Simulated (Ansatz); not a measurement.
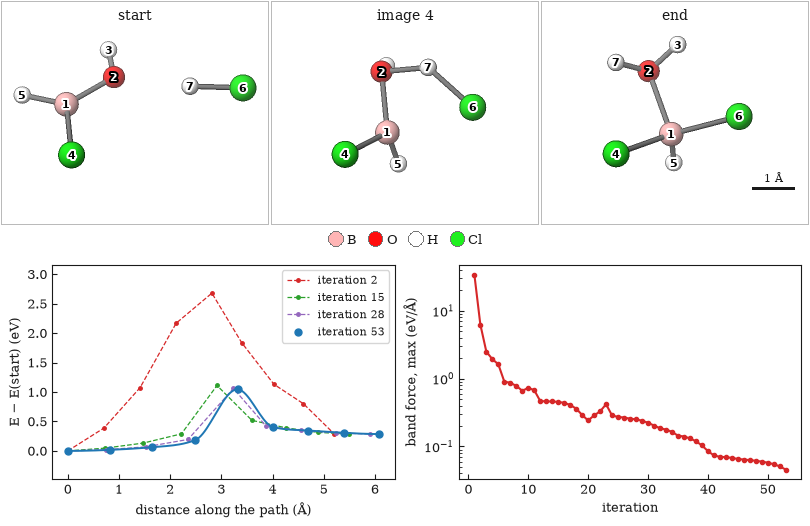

A nudged-elastic-band calculation for BH3OCl2. Images are numbered from 0 (start) to 8 (end). The plot follows the band through its iterations. Style: ball-and-stick. Shown from a free direction.

These are results of Ansatz, RKS B3LYP-D4/cc-pVDZ, not measurements. Run with 7 movable images; climbing image from the first iteration; force threshold 0.05 eV/Å; iteration limit 60; optimiser FIRE; starting path through a guess of the saddle point.

**Did the band converge, and can the barrier be trusted?**

The run is converged, with reservations. The band converged in 53 iterations. The largest component of the band force went from 34 to 0.046 eV/Å. The climbing image converged on the top of the path. Its curvatures weren't checked. The first iteration put the highest image at 7.65 eV. The highest point, image 4, lies 1.05 eV above the start and 0.76 eV above the end; the end is at +0.29 eV relative to the start.
